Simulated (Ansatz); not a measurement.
**BH3F− (SMILES [H][B-]([H])([H])F) at 6 levels**

We compute a comparison of 6 runs (B2PLYP/STO-3G, HSE06/STO-3G, UPBE0/STO-3G, MP2/STO-3G, BCCD(T)/STO-3G, UCCSD(T)/STO-3G) of BH3F−. 

The calculation is run with Ansatz 0.2.0.

3 further runs of the same task are left out: 2 that didn't finish, 1 set aside as unsound or not needed.

**1. The structure to begin with**

BH3F− has 5 atoms, charge -1, and is taken as a singlet. SMILES: `[H][B-]([H])([H])F`. The H5–B1 distance was set to 2.452 Å, away from the relaxed value. At this shape a bond of the SMILES string is far longer than usual.

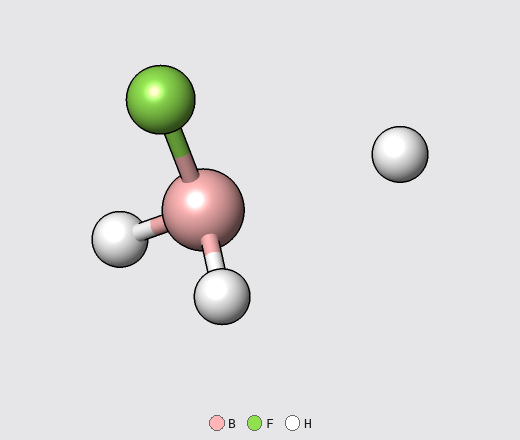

Viewed from a chosen angle; boron pink, fluorine green, hydrogen white.

**2. A single-point energy at B2PLYP/STO-3G (run 1)**

Input file in.yaml:

```yaml
basis:
  gaussian:
    orbitals: STO-3G
crystal:
  periodic: [false, false, false]
  atoms:
    - {symbol: B, position_ang: [0.580989, 1.004542, 0.339453]}
    - {symbol: F, position_ang: [0.593839, 0.983242, 1.785813]}
    - {symbol: H, position_ang: [1.741409, 1.015902, -0.057687]}
    - {symbol: H, position_ang: [-0.009211, 2.016832, -0.027557]}
    - {symbol: H, position_ang: [-0.581670, -1.003790, -0.453700]}
hamiltonian:
  xc: {name: B2PLYP}
correlation:
  frozen_orbitals: {B: 1, F: 1, H: 0}
accuracy: high
total_charge: -1
```

The run is started by

```
$ ansatz run in.yaml --threads 1 --pin off --max-ram 2610MiB --events-out events.jsonl --progress --plain --runs-dir runs
```

Standard output:

```text
Warning: RAYON_NUM_THREADS=1 ignored (pool sized by the plan → 1); use --threads N
Functional definition: B2PLYP
  name "B2PLYP"
  parameter a = 0.53
  parameter c = 0.27
  exchange = (1 - a)*b88_x + a*exact_x
  correlation = (1 - c)*lyp_c + c*(mp2_os + mp2_ss)
207 factors; integrals over basis functions are off by at most 1.0e-8 eV
mean field evaluation 1: about -3377.0735 eV, gradient 2.4e1 eV
mean field evaluation 2: about -3377.0733 eV, gradient 2.4e1 eV
mean field evaluation 4: about -3381.1110 eV, gradient 8.9e0 eV
mean field evaluation 8: about -3381.4347 eV, gradient 3.7e-2 eV
mean field evaluation 16: about -3381.4348 eV, gradient 2.8e-7 eV
mean field -3381.43475734 eV, -124.2654353136 hartree, gradient 3.9e-8 eV, S^2 0.000000; 0 other end points of the search recorded, 0 dependent functions left out; unrestricted orbitals would lower it
2 core orbitals not correlated: weight in the atoms' cores, before any rotation towards them, 1.000 or more for the frozen orbitals, at most 0.000 for the correlated occupied ones
reference -3381.43477325 eV, -124.2654358981 hartree; 7, 7 occupied and 4, 4 virtual orbitals, 207 factors
second order -3.57374401 eV of doubles, -0.00000000 eV of singles
Total energy: -3382.39968413 eV, -124.3008957190 hartree
```

Wall time 0.95 s (1 thread of Arm Neoverse V1, shared host).

**3. The energy at HSE06/STO-3G (run 2)**

in.yaml: that of step 2 with these lines changed.

```diff
@@ -1,4 +1 @@
-basis:
-  gaussian:
-    orbitals: STO-3G
 crystal:
@@ -11,7 +8,6 @@
     - {symbol: H, position_ang: [-0.581670, -1.003790, -0.453700]}
-hamiltonian:
-  xc: {name: B2PLYP}
-correlation:
-  frozen_orbitals: {B: 1, F: 1, H: 0}
+basis:
+  gaussian: {orbitals: STO-3G}
+total_charge: -1
+hamiltonian: {xc: hse06}
 accuracy: high
-total_charge: -1
```

The run is started by

```
$ ansatz run in.yaml --threads 1 --pin off --max-ram 2610MiB --events-out events.jsonl --progress --plain --runs-dir runs
```

Standard output:

```text
Warning: RAYON_NUM_THREADS=1 ignored (pool sized by the plan → 1); use --threads N
Functional definition: HSE06
  name "HSE06"
  parameter a = 0.25
  parameter omega = 0.11/bohr
  exchange = pbe_x - a*pbe_x_sr(omega) + a*exact_x_sr(omega)
  correlation = pbe_c
207 factors; integrals over basis functions are off by at most 1.0e-8 eV
48 factors; integrals over basis functions are off by at most 4.0e-10 eV
mean field evaluation 1: about -3368.0184 eV, gradient 6.7e1 eV
mean field evaluation 2: about -3362.2230 eV, gradient 4.4e1 eV
mean field evaluation 4: about -3383.1148 eV, gradient 1.2e1 eV
mean field evaluation 8: about -3383.8548 eV, gradient 3.1e-1 eV
mean field evaluation 16: about -3383.8121 eV, gradient 1.6e-5 eV
mean field -3383.81210849 eV, -124.3528013567 hartree, gradient 5.4e-9 eV, S^2 0.000000; 0 other end points of the search recorded, 0 dependent functions left out
reference -3383.81211012 eV, -124.3528014165 hartree; 9, 9 occupied and 4, 4 virtual orbitals, 207 factors
Total energy: -3383.81211012 eV, -124.3528014165 hartree
```

Run time: 0.99 s. Hardware: 1 thread of Arm Neoverse V1, shared host.

Run 3 isn't shown in full; the table further down has it.

**4. The energy at MP2/STO-3G (run 4)**

Input file job.yaml:

```yaml
basis:
  gaussian:
    orbitals: STO-3G
crystal:
  periodic: [false, false, false]
  atoms:
    - {symbol: B, position_ang: [0.580989, 1.004542, 0.339453]}
    - {symbol: F, position_ang: [0.593839, 0.983242, 1.785813]}
    - {symbol: H, position_ang: [1.741409, 1.015902, -0.057687]}
    - {symbol: H, position_ang: [-0.009211, 2.016832, -0.027557]}
    - {symbol: H, position_ang: [-0.581670, -1.003790, -0.453700]}
total_charge: -1
correlation:
  method: mp2
  frozen_orbitals: {B: 1, F: 1, H: 0}
accuracy: high
```

The run is started by

```
$ ansatz run job.yaml --threads 1 --pin off --max-ram 2610MiB --events-out events.jsonl --progress --plain --runs-dir runs
```

Standard output:

```text
Warning: RAYON_NUM_THREADS=1 ignored (pool sized by the plan → 1); use --threads N
Functional definition: HF
  name "HF"
  exchange = exact_x
  correlation = 0
207 factors; integrals over basis functions are off by at most 1.0e-8 eV
mean field evaluation 1: about -3366.8139 eV, gradient 1.7e1 eV
mean field evaluation 2: about -3366.8587 eV, gradient 1.7e1 eV
mean field evaluation 4: about -3369.5419 eV, gradient 1.7e0 eV
mean field evaluation 8: about -3369.5528 eV, gradient 1.4e-4 eV
mean field -3369.55280746 eV, -123.8287817093 hartree, gradient 1.2e-8 eV, S^2 0.000000; 0 other end points of the search recorded, 0 dependent functions left out; unrestricted orbitals would lower it
mean field evaluation 16: about -3370.4241 eV, gradient 1.7e0 eV
2 core orbitals not correlated: weight in the atoms' cores, before any rotation towards them, 1.000 or more for the frozen orbitals, at most 0.000 for the correlated occupied ones
reference -3369.55280746 eV, -123.8287817093 hartree; 7, 7 occupied and 4, 4 virtual orbitals, 207 factors
second order -2.33350457 eV of doubles, -0.00000000 eV of singles
Total energy: -3371.88631203 eV, -123.9145364206 hartree
```

Wall time 0.08 s (1 thread of Arm Neoverse V1, shared host).

Run 5 isn't shown in full; the table further down has it.

**5. The energy at UCCSD(T)/STO-3G (run 6)**

Input file in.yaml:

```yaml
crystal:
  periodic: [false, false, false]
  atoms:
    - symbol: B
      position_ang: [0.580989, 1.004542, 0.339453]
    - symbol: F
      position_ang: [0.593839, 0.983242, 1.785813]
    - symbol: H
      position_ang: [1.741409, 1.015902, -0.057687]
    - symbol: H
      position_ang: [-0.009211, 2.016832, -0.027557]
    - symbol: H
      position_ang: [-0.581670, -1.003790, -0.453700]
basis:
  gaussian:
    orbitals: STO-3G
total_charge: -1
magnetization:
  spin_polarized: true
correlation:
  method: ccsd_t
  frozen_orbitals: {B: 1, F: 1, H: 0}
accuracy: high
scf:
  omitted_lower_state_checks: [cluster_reference, increment]
```

The run is started by

```
$ ansatz run in.yaml --threads 1 --pin off --max-ram 2610MiB --events-out events.jsonl --progress --plain --runs-dir runs
```

Standard output, cut to the lines that bear on the results:

```text
Warning: RAYON_NUM_THREADS=1 ignored (pool sized by the plan → 1); use --threads N
[... 2 set-up lines as earlier in the session ...]
[...]
207 factors; integrals over basis functions are off by at most 1.0e-8 eV
[...]
mean field -3370.45940689 eV, -123.8620986237 hartree, gradient 2.1e-8 eV, S^2 0.720697; 6 other end points of the search recorded, 0 dependent functions left out
2 core orbitals not correlated: weight in the atoms' cores, before any rotation towards them, 1.000 or more for the frozen orbitals, at most 0.000 for the correlated occupied ones
reference -3370.45940689 eV, -123.8620986237 hartree; 7, 7 occupied and 4, 4 virtual orbitals, 207 factors
second order -1.33457078 eV of doubles, -0.00000000 eV of singles
cycle   1  -1.64272645 eV  change   -3.1e-1 eV  update   6.3e-2
[...]
cycle  27  -2.38479091 eV  change    1.2e-9 eV  update  2.4e-10
perturbative correction -0.09156649 eV, -0.0033650063 hartree
Total energy: -3372.93576428 eV, -123.9531030793 hartree
Checks for a lower state left out: cluster_reference, increment
```

Wall time 0.2 s (1 thread of Arm Neoverse V1, shared host).

**6. All runs side by side**

```
run            level  frozen core orbitals  energy (Eh)  wall time
  1    B2PLYP/STO-3G                     2  -124.300896     0.95 s
  2     HSE06/STO-3G                     –  -124.352801     0.99 s
  3     UPBE0/STO-3G                     –  -124.360093      2.2 s
  4       MP2/STO-3G                     2  -123.914536     0.08 s
  5   BCCD(T)/STO-3G                     2  -123.954036     0.14 s
  6  UCCSD(T)/STO-3G                     2  -123.953103      0.2 s
```

**7. Summary of results**

| quantity | value |
| --- | --- |
| run 6: total energy | -123.95310 Eh |
| run 6: correlation energy (2 core orbitals frozen) | -91.0 mEh |
| run 6: (T) correction | -3.37 mEh |
| run 6: ⟨S²⟩ of the reference determinant | 0.721 |
| run 6: T1 diagnostic | 0.079 |

In words: Totals of different functionals can't be ranked against each other. In runs 1, 4, 5 the log says that unrestricted orbitals would lower the reference, so the values rest on an unstable closed-shell determinant (other closed-shell runs at this shape may share the fault). In runs 1, 2, 3, 4, 5, 6 the basis is minimal, so the values are rough. Spin contamination of the reference: run 6 ⟨S²⟩ = 0.72, run 3 ⟨S²⟩ = 0.22. Where it is this large, the reference is a mixture of spin states, and values that rest on it are in doubt. All runs together took 4.6 s, the longest 2.2 s.
